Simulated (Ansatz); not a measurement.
# A hypothetical structure for HoBeCuBi2

This structure for HoBeCuBi2 is made up. Its elements were placed in a known structure type with a cell scaled to their sizes. What cell does the guess relax to, and how far off was it?

Method: DFT, PBEsol, plane-wave PAW, default files, scalar-relativistic, ferromagnetic start, cell and ions relaxed at zero pressure, in Ansatz 0.2.0.

In doubt: a part-filled 4f shell, where there is one, can sit in one of many states, so energies may not be the lowest and differences between runs may mislead; derivatives with an open 4f shell can jump between states, which bears on forces and vibrations.

## Step 1: Set-up

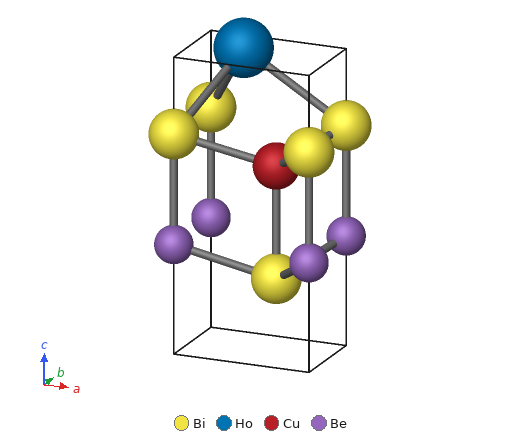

The cell as given, slightly off an axis (bismuth yellow, holmium blue, copper red, beryllium purple). Some periodic images of atoms are drawn too.

## Step 2: Relaxing cell and atoms

The guessed cell has no reason to be at equilibrium. It is relaxed with the atoms, within the space group of the guess.

The input, input.yaml:

```yaml
crystal:
  lattice:
    - [4.317, 0.0, 0.0]
    - [-2.1585, 3.738631668, 0.0]
    - [0.0, 0.0, 7.149]
  atoms:
    - { symbol: Bi, position: [0.0, 0.0, 0.7412] }
    - { symbol: Bi, position: [0.666666667, 0.333333333, 0.2651] }
    - { symbol: Ho, position: [0.333333333, 0.666666667, 0.9918], spin: 4.0 }
    - { symbol: Cu, position: [0.666666667, 0.333333333, 0.6446], spin: 0.6 }
    - { symbol: Be, position: [0.0, 0.0, 0.3694] }
magnetization:
  spin_polarized: true
kpoints:
  mp_grid: { grid: [7, 7, 4] }
scf:
  occupations: { method: fermi_dirac, width: 0.05 }
hamiltonian:
  xc: pbesol
  pseudopotentials: { kind: paw }
relax:
  f_tol: 0.015
  max_steps: 70
  cell: {}
output:
  forces: true
  stress: true
```

Command:

```console
$ ansatz run input.yaml --threads 4 --pin off --max-ram 10240MiB --backend cpu --events-out ev --progress --plain --runs-dir out
```

Numbers of over 12 decimals in the logs are rounded to 6 here.

Log:

```text
Engine: ansatz 0.2.0, x86_64-unknown-linux-gnu
Pseudopotentials: kind: paw
Pseudopotential: Bi, paw, valence charge 15, recommended cutoff 420 eV (normal), Bi.paw.azcp
Pseudopotential: Ho, paw, valence charge 21, recommended cutoff 420 eV (normal), Ho.paw.azcp
Pseudopotential: Cu, paw, valence charge 19, recommended cutoff 420 eV (normal), Cu.paw.azcp
Pseudopotential: Be, paw, valence charge 2, recommended cutoff 420 eV (normal), Be.paw.azcp
Functional definition: PBEsol
  exchange = pbesol_x
  correlation = pbesol_c
Crystal: 5 atoms, lattice volume = 115.383 Å³
Basis set: ecut = 420 eV, 2249 PW (Γ), exchange–correlation on 60×60×96 points (8 copies of the dense FFT grid, shifted against one another)
Bands: 46, of which v1, the nominal top of the filled ones, is band 36 counted from 1 (35 counted from 0)
Symmetry: 6 space group operations
Space group: P3m1 (ITA 156), of the structure as read, at distance tolerance 4.9e-5 Å
Magnetic group: BNS 156.49 (UNI 1279), of the structure as read, at distance tolerance 4.9e-5 Å
k-points: 28 of 196 (time reversal used)
Non-local potential: Bi, projectors of the file, l = 0: 2, l = 1: 2, l = 2: 2, l = 3: 2
Non-local potential: Ho, projectors of the file, l = 0: 3, l = 1: 2, l = 2: 2, l = 3: 3
Non-local potential: Cu, projectors of the file, l = 0: 3, l = 1: 2, l = 2: 3, l = 3: 1
Non-local potential: Be, projectors of the file, l = 0: 2, l = 1: 2, l = 2: 1
PAW form: soft (Blöchl's): semilocal exchange-correlation on the pseudo side does not see the compensation charge
PAW frozen core: Bi, regenerated for the run's functional, and the local potential with it (the file was generated under x = pbe(κ = 0.804, μ = 0.219515), c = pbe(β = 0.066725))
PAW frozen core: Ho, regenerated for the run's functional, and the local potential with it (the file was generated under x = pbe(κ = 0.804, μ = 0.219515), c = pbe(β = 0.066725))
PAW frozen core: Cu, regenerated for the run's functional, and the local potential with it (the file was generated under x = pbe(κ = 0.804, μ = 0.219515), c = pbe(β = 0.066725))
PAW frozen core: Be, regenerated for the run's functional, and the local potential with it (the file was generated under x = pbe(κ = 0.804, μ = 0.219515), c = pbe(β = 0.066725))
PAW one-centre angular grid: Bi, 590 points (default); XC on 64 Gauss nodes
PAW one-centre angular grid: Ho, 590 points (default); XC on 64 Gauss nodes
PAW one-centre angular grid: Cu, 590 points (default); XC on 64 Gauss nodes
PAW one-centre angular grid: Be, 110 points (default); XC on 64 Gauss nodes
Initial density: superposition of atomic densities (chi_scale 0.1, normalization cell, long waves kept (reshape's long-wave potential 0.05 eV rms))
Starting moments: Σ|m| = 4.6 μB on 2 of 5 sites
Initial wavefunctions: pseudopotential atomic-orbital guess
Functional: x = pbesol(κ = 0.804, μ = 0.123457), c = pbesol(β = 0.046)
SCF iter   1: F=—  HF=-42380.731398 eV  |F-HF|=—  |Δ(HF+E_count)|=         —  Δρ=2.72e-1 (↑2.36e-1 ↓2.72e-1)  dr2=3.35e2  dr2_m=4.01e-1  M=4.337 μB ∫|m|=4.380 μB  β_m=0.30  ethr=3.10e-3  ⟨swp⟩=6.8  Hψ=10834  notcnv=0
Mixer restart at iter 1: flushing history
preconditioner: auto → Kerker (q_TF=auto, 2.522 Å⁻¹)  [metal: Δε(μ)=0.002 eV  Ē_g=13.467 eV  σ=0.050 eV  W_gap=0.01  n_scr=34 (ndim 8)  ℏωp=27.2 eV  f_vac=0.008  D(μ)=27.79/eV (n_scr^D=548)]
spin=Collinear: Kerker preconditioning applied to the charge; magnetization (m = ρ↑ − ρ↓) channel mixes plain (no charge-response kernel on spin).
SCF iter   2: F=—  HF=-42388.307927 eV  |F-HF|=—  |Δ(HF+E_count)|=    7.58e0  Δρ=1.29e-1 (↑1.18e-1 ↓1.29e-1)  dr2=3.71e1  dr2_m=8.70e-2  M=3.628 μB ∫|m|=3.658 μB  β_m=0.25  ethr=3.10e-3  ⟨swp⟩=4.4  Hψ=7530  notcnv=0  defer=9
SCF iter   3: F=—  HF=-42374.088178 eV  |F-HF|=—  |Δ(HF+E_count)|=    1.42e1  Δρ=7.01e-2 (↑6.15e-2 ↓7.01e-2)  dr2=1.19e1  dr2_m=6.17e-2  M=3.590 μB ∫|m|=3.629 μB  β_m=0.52  ethr=3.10e-3  ⟨swp⟩=3.0  Hψ=6962  notcnv=0  defer=87
SCF iter   4: F=—  HF=-42371.412911 eV  |F-HF|=—  |Δ(HF+E_count)|=    2.68e0  Δρ=8.30e-3 (↑6.41e-3 ↓8.30e-3)  dr2=7.84e-1  dr2_m=1.26e-2  M=3.555 μB ∫|m|=3.583 μB  β_m=0.72  ethr=3.10e-3  ⟨swp⟩=3.1  Hψ=6898  notcnv=0  defer=96
SCF iter   5: F=—  HF=-42371.694867 eV  |F-HF|=—  |Δ(HF+E_count)|=   2.82e-1  Δρ=1.63e-2 (↑1.56e-2 ↓1.63e-2)  dr2=9.59e-1  dr2_m=9.65e-4  M=3.474 μB ∫|m|=3.499 μB  β_m=0.53  ethr=1.09e-3  ⟨swp⟩=3.3  Hψ=5883  notcnv=0  defer=84
SCF iter   6: F=—  HF=-42371.419253 eV  |F-HF|=—  |Δ(HF+E_count)|=   2.76e-1  Δρ=9.83e-3 (↑9.65e-3 ↓9.83e-3)  dr2=3.69e-1  dr2_m=1.51e-3  M=3.517 μB ∫|m|=3.537 μB  β_m=0.66  ethr=1.09e-3  ⟨swp⟩=3.6  Hψ=5444  notcnv=0  defer=92
SCF iter   7: F=—  HF=-42371.366145 eV  |F-HF|=—  |Δ(HF+E_count)|=   5.31e-2  Δρ=4.15e-3 (↑3.66e-3 ↓4.15e-3)  dr2=4.80e-2  dr2_m=6.53e-4  M=3.531 μB ∫|m|=3.549 μB  β_m=0.75  ethr=5.12e-4  ⟨swp⟩=2.2  Hψ=4523  notcnv=0  defer=87
SCF iter   8: F=—  HF=-42371.371479 eV  |F-HF|=—  |Δ(HF+E_count)|=   5.33e-3  Δρ=3.95e-3 (↑3.76e-3 ↓3.95e-3)  dr2=4.62e-2  dr2_m=2.98e-4  M=3.552 μB ∫|m|=3.569 μB  β_m=0.88  ethr=6.66e-5  ⟨swp⟩=2.1  Hψ=4138  notcnv=0  defer=87
[...]
SCF iter  23: F=—  HF=-42371.405965 eV  |F-HF|=—  |Δ(HF+E_count)|=   3.29e-7  Δρ=8.13e-6 (↑4.00e-6 ↓8.13e-6)  dr2=1.40e-7  dr2_m=9.83e-9  M=3.537 μB ∫|m|=3.559 μB  β_m=0.97  ethr=5.59e-10  ⟨swp⟩=2.0  Hψ=4362  notcnv=0  defer=86
SCF iter  24: F=—  HF=-42371.405965 eV  |F-HF|=—  |Δ(HF+E_count)|=   7.48e-8  Δρ=3.85e-6 (↑2.75e-6 ↓3.85e-6)  dr2=2.63e-8  dr2_m=2.99e-9  M=3.537 μB ∫|m|=3.559 μB  β_m=0.98  ethr=1.94e-10  ⟨swp⟩=2.1  Hψ=4416  notcnv=0  defer=86
SCF iter  25: F=—  HF=-42371.405965 eV  |F-HF|=—  |Δ(HF+E_count)|=   2.34e-8  Δρ=2.62e-6 (↑1.20e-6 ↓2.62e-6)  dr2=1.03e-8  dr2_m=1.44e-9  M=3.537 μB ∫|m|=3.559 μB  β_m=0.99  ethr=3.65e-11  ⟨swp⟩=2.0  Hψ=4557  notcnv=0  defer=86
SCF iter  26: F=—  HF=-42371.405965 eV  |F-HF|=—  |Δ(HF+E_count)|=   1.68e-8  Δρ=9.58e-6 (↑1.30e-6 ↓9.58e-6)  dr2=1.20e-7  dr2_m=2.40e-8  M=3.537 μB ∫|m|=3.559 μB  β_m=1.00  ethr=1.43e-11  ⟨swp⟩=2.0  Hψ=4374  notcnv=0  defer=86
SCF iter  27: F=-42371.405965 eV  HF=-42371.405965 eV  |F-HF|=7.26e-8  |Δ(HF+E_count)|=  4.66e-10  Δρ=6.61e-6 (↑1.69e-6 ↓6.61e-6)  dr2=6.34e-8  dr2_m=1.01e-8  M=3.538 μB ∫|m|=3.559 μB  ethr=1.43e-11  ⟨swp⟩=2.2  Hψ=8651  notcnv=0
SCF 1 converged in 27 iterations: F = -42371.405965 eV  dr2 = 6.34e-8
  greatest PAW one-centre occupation: 1.000 electrons in one spin orbital (limit 2), on the Cu atom at site 3 (counted from 0), in its partial waves of l = 0
relax step   1: F+E_penalty+E_count = -42371.40596510 eV  Δ(F+E_penalty+E_count) = +0.000e0 eV  max|allowed force component| = 3.554e-1 eV/Å  Δτ_max = 0.0000 Å  P = +0.865 GPa  Ω = 115.383 Å³  (27 SCF iters, dr2 threshold 1.00e-7 eV, accepted)
[...]
relax step   2: F+E_penalty+E_count = -42371.40889889 eV  Δ(F+E_penalty+E_count) = -2.934e-3 eV  max|allowed force component| = 3.792e-1 eV/Å  Δτ_max = 0.0853 Å  P = -0.241 GPa  Ω = 118.207 Å³  energy of the carried Pulay correction = -7.287e-4 eV  (13 SCF iters, dr2 threshold 5.00e-7 eV, accepted)
[...]
relax step   3: F+E_penalty+E_count = -42371.42313569 eV  Δ(F+E_penalty+E_count) = -1.424e-2 eV  max|allowed force component| = 2.667e-2 eV/Å  Δτ_max = 0.0438 Å  P = -0.073 GPa  Ω = 117.345 Å³  energy of the carried Pulay correction = -5.082e-4 eV  (11 SCF iters, dr2 threshold 5.00e-7 eV, accepted)
[...]
relax step   4: F+E_penalty+E_count = -42371.42332798 eV  Δ(F+E_penalty+E_count) = -1.923e-4 eV  max|allowed force component| = 1.191e-2 eV/Å  Δτ_max = 0.0070 Å  P = -0.006 GPa  Ω = 117.239 Å³  energy of the carried Pulay correction = -4.809e-4 eV  (8 SCF iters, dr2 threshold 4.45e-8 eV, accepted)
[...]
relax step   5: F+E_penalty+E_count = -42371.42380266 eV  Δ(F+E_penalty+E_count) = -4.747e-4 eV  max|allowed force component| = 1.193e-2 eV/Å  Δτ_max = 0.0000 Å  P = -0.007 GPa  Ω = 117.239 Å³  stress off target by 9.69e-3 GPa  SCF on the basis re-selected at this cell (its energy is not comparable with the rows above)  (12 SCF iters)
basis re-selected at this cell: Δ(F+E_penalty+E_count) = -4.747e-4 eV, ΔP = -0.001 GPa vs the last step (what re-selecting the basis moved, of the pressure what is left beyond the Pulay correction that the steps carried, after the strain that the cell walked since its last selection, with what the two solves' SCF thresholds leave and, on support functions, any second-order correction that the steps lacked; it is no m [...]
SCF converged after 12 iterations
Magnetization: 3.5218 μB (37.7609 up, 34.2391 down)
Absolute magnetization: 3.5416 μB (∫|ρ↑−ρ↓|, with the PAW one-centre terms)
Spin contamination: 0.0563 ħ² per cell (⟨S²⟩ above its minimum at these occupations)
Per-site moments (μB) at R_I (Å): [(0.00264887, 1.068978), (-4.7728517884416626e-5, 1.082951), (3.482503, 1.286496), (0.005266, 1.069669), (-0.00282562, 1.068978)]
Free energy (F): -42371.423803 eV
Harris-Foulkes:  -42371.423803 eV  (|F-HF|=4.37e-11)
Internal energy: -42371.367069 eV  (E = F + TS)
E sigma→0 (E₀):  -42371.395436 eV
Entropy (-TS):   -0.056734 eV (-11.347 meV/atom)
Fermi energy:    11.329563 eV
--- Per-component energies (eV) ---
  E_band       = -622.061610
  E_kinetic    = 1296.185508
  E_local      = -13109.339795  (includes V_loc(G=0)·N_el)
  E_nonlocal   = 2161.967153
  E_hartree    = 5464.700809
  E_xc         = -597.965629
  E_vxc        = -642.222687  (∫ρ·V_xc dr)
  E_paw        = -29608.969107  (= ΣΔE_a)
  E_vpaw       = -1258.053049  (= ΣTr[D̂ρ^β])
  E_aug_tail   = -0.000651  (compensation charges beyond the density's cutoff)
  E_ewald      = -7979.231686
  E_core_change = 1.286329  (= ΣΔE_core)
  E_smearing   = -0.056734  (= −TS)
  E_closure    = 0.000000  (closes the sum)
  Σ components = -42371.423803   (vs F -42371.423803, Δ=0.00e0)
--- Forces (eV/Å), atoms counted from 1 ---
  atom   1  Bi     0.00000000     0.00000000     0.00070918
  atom   2  Bi     0.00000000    -0.00000000     0.00104932
  atom   3  Ho     0.00000000     0.00000000     0.00541643
  atom   4  Cu    -0.00000000    -0.00000000    -0.01193144
  atom   5  Be     0.00000000     0.00000000     0.00475575
  max |Σ_I F_I| component: 7.49e-7 eV/Å
--- Stress (GPa, compression-positive) ---
       -0.005489      -0.000000       0.000000
        0.000000      -0.005489       0.000000
        0.000000       0.000000      -0.009688
  P = ⅓ Tr σ = -0.0069 GPa (-0.069 kbar)
--- Relaxed structure (4 steps of the walk, 4 accepted, 1 SCFs on fresh bases) ---
  F+E_penalty+E_count = -42371.42380266 eV   max|allowed force component| = 1.193e-2 eV/Å   (the final SCF, on the basis selected at the relaxed cell)
  cell:  # Å, volume = 117.2386 Å³
    - [4.342003, 1.850580826025006e-18, 3.2622686027537897e-18]
    - [-2.171001, 3.760285, -1.631134301376898e-18]
    - [5.402353078877802e-18, 0, 7.180585]
  atoms:
    - { symbol: Bi, position: [-1.256591956863692e-17, 7.401486829111084e-18, 0.735297] }
    - { symbol: Bi, position: [0.666667, 0.333333, 0.265802] }
    - { symbol: Ho, position: [0.333333, 0.666667, 0.993686] }
    - { symbol: Cu, position: [0.666667, 0.333333, 0.642916] }
    - { symbol: Be, position: [-1.1229703817124586e-17, 7.401486829111084e-18, 0.374399] }
```

Run time: 36 s. Hardware: 4 threads of AMD EPYC 9R14 (Zen 4), shared host; peak memory 0.71 GiB.

Step by step:

```
step  energy less that of the first step (eV)  largest force component (eV/Å)  pressure (GPa)  volume (Å³)
   1                                   0.0000                          0.3554            0.87       115.38
   2                                  -0.0029                          0.3792           -0.24       118.21
   3                                  -0.0172                          0.0267           -0.07       117.34
   4                                  -0.0174                          0.0119           -0.01       117.24
  5*                                  -0.0178                          0.0119           -0.01       117.24
```

Relaxation steps marked * repeat the geometry before them on a plane-wave basis chosen anew for their cell, so energy and pressure can jump there.

Forces are held to the 6 operations that the run works with; a distortion that breaks them can't arise in this run.

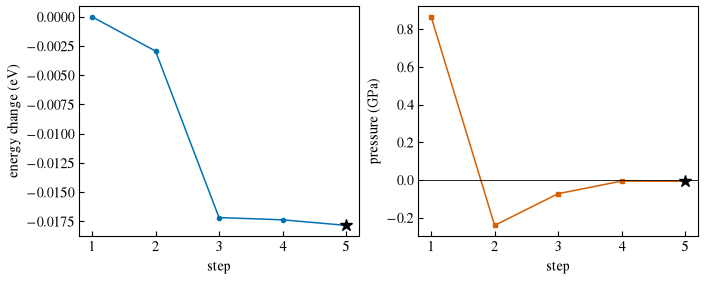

Energy and pressure along the relaxation. Stars mark steps on a basis chosen anew.

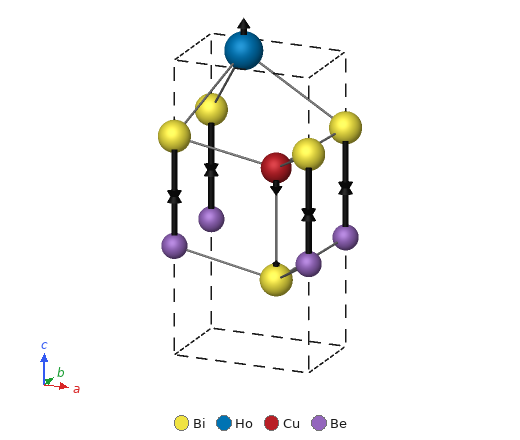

Displacements in the relaxation, exaggerated, measured against the changing cell; the longest in the cell stands for 0.04 Å. Some periodic images of atoms are drawn too.

```
conventional cell, symmetrised  before  after  change
                         a (Å)   4.317  4.342  +0.6 %
                         b (Å)   4.317  4.342  +0.6 %
                         c (Å)   7.149  7.181  +0.4 %
              volume (Å³/atom)   23.08  23.45  +1.6 %
```

The atoms that moved most (Å, as changes of fractional coordinates times the final cell):

```
atom     dx     dy      dz  length
 Bi1  0.000  0.000  -0.042   0.042
 Be5  0.000  0.000   0.036   0.036
 Ho3  0.000  0.000   0.014   0.014
 Cu4  0.000  0.000  -0.012   0.012
 Bi2  0.000  0.000   0.005   0.005
```

Final coordinates:

```xyz
5
Lattice="4.3420 0.0000 0.0000 -2.1710 3.7603 0.0000 0.0000 0.0000 7.1806" Properties=species:S:1:pos:R:3 pbc="T T T"
Bi    0.0000    0.0000    5.2799
Bi    2.1710    1.2534    1.9086
Ho    0.0000    2.5069    7.1352
Cu    2.1710    1.2534    4.6165
Be    0.0000    0.0000    2.6884
```

Numbers from this step:

```
free energy             : -42371.4238 eV
energy at zero smearing : -42371.3954 eV
smearing term TS        : 0.05673 eV
Fermi energy            : 11.33 eV
magnetization           : 3.522 μB
absolute magnetization  : 3.542 μB
site moments            : 0.002649, -4.77e-5, 3.483, 0.005266, -0.002826 μB
electrons               : 72
symmetry operations     : 6
pressure                : -0.006889 GPa
```

Site moment by atom:

```
atom  site moment (μB)
 Bi1              0.00
 Bi2              0.00
 Ho3              3.48
 Cu4              0.01
 Be5              0.00
```

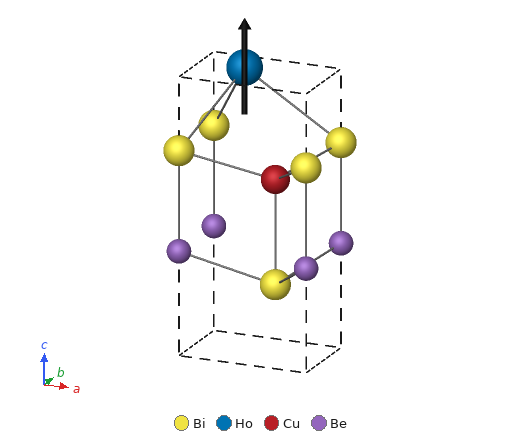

Site moment as arrows, the longest 3.48 μB. Up and down stand for the sign. Arrows give size and sign along the axis of quantisation, drawn up and down the page. Some periodic images of atoms are drawn too.

Shortest distances by pair of elements, guess and relaxed (not always the same contact):

```
 pair  guess (Å)  relaxed (Å)
Be–Bi      2.602        2.591
Bi–Cu      2.586        2.593
Bi–Ho      3.069        3.119
Be–Cu      3.175        3.163
Cu–Ho      3.518        3.554
```

The relaxation ends with a largest force component of 0.012 eV/Å and a pressure of -0.01 GPa.

## Step 3: Summary of results

* space group, relaxed: P3m1
* conventional cell: a = 4.342, b = 4.342, c = 7.181 Å; α = 90.0°, β = 90.0°, γ = 120.0°
* volume per atom: 23.45 Å³ (guess 23.08)
* total moment: 3.52 μB in the cell of 5 atoms

HoBeCuBi2 relaxes to P3m1 with a = 4.342, b = 4.342 and c = 7.181 Å. The guessed volume was 2 % too small. The space group P3m1 was held in the relaxation, so the end point is a stationary structure within it and may be a saddle against distortions or other arrangements. The input starts from parallel moments, and no other start was typed. The f shell may be open and has no Hubbard U, so its place in energy and the volume are uncertain. The electronic state may lie above the lowest one. Mesh and cutoff weren't tested. Spin-orbit coupling is left out, which can matter for elements this heavy. No dispersion term is used, so weakly bound directions may come out too long. Nothing here tests whether the compound is stable against decomposition.

[Logs are printed without paths, hosts, clocks, repeated set-up lines and the standing remarks that a program may print on its own settings, such as how far it seeks lower states.]

[Hosts, paths, dates, database ids (printed as entryN), source tags and the programs' standing remarks are cut or masked in the printed files.]
